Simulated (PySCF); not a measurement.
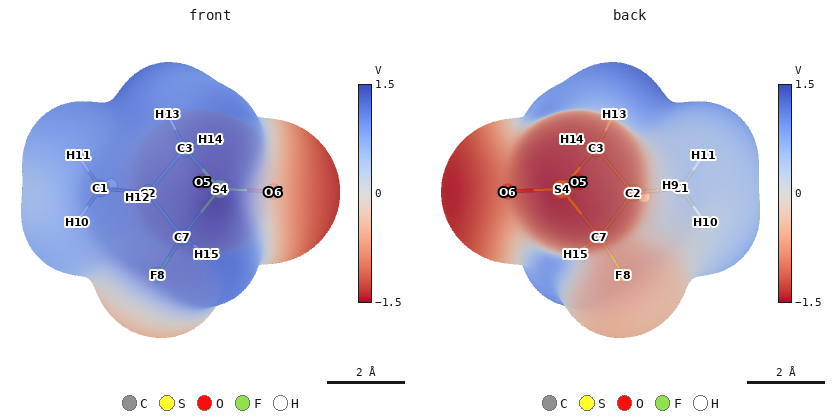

The picture shows: C₄H₇FO₂S. The electrostatic potential painted on the density surface at 0.001 e/bohr³, seen from the front and from behind; red is negative and blue positive.

Geometry: GFN2-xTB.

All numbers below come from B3LYP/def2-SVPD, SCF density, gas phase in PySCF 2.14.0.

| atom | x (Å) | y (Å) | z (Å) |
| --- | --- | --- | --- |
| C | 1.4790 | -0.1596 | 0.7554 |
| C | 0.6298 | 0.1548 | -0.4696 |
| C | -0.3956 | 1.2502 | -0.1636 |
| S | -1.6397 | -0.0493 | 0.1908 |
| O | -1.7062 | -0.3884 | 1.5783 |
| O | -2.8651 | 0.1134 | -0.5336 |
| C | -0.3459 | -0.9964 | -0.7561 |
| F | 0.0279 | -2.2142 | -0.3041 |
| H | 0.8344 | -0.3916 | 1.5999 |
| H | 2.1200 | -1.0170 | 0.5645 |
| H | 2.1049 | 0.6933 | 1.0059 |
| H | 1.2669 | 0.3869 | -1.3274 |
| H | -0.1420 | 1.9017 | 0.6643 |
| H | -0.7148 | 1.8198 | -1.0292 |
| H | -0.6580 | -1.0955 | -1.7974 |

Q: Describe the electrostatic potential map.

A: The most negative region (about −1.4 V, or −32 kcal/mol for a unit charge) lies over O5 and O6, the most positive (about +1.4 V, or +32 kcal/mol for a unit charge) over C2, C3, C7 and H15.

Q: What dipole moment does the calculation give?

A: Its dipole moment is 5.24 D.
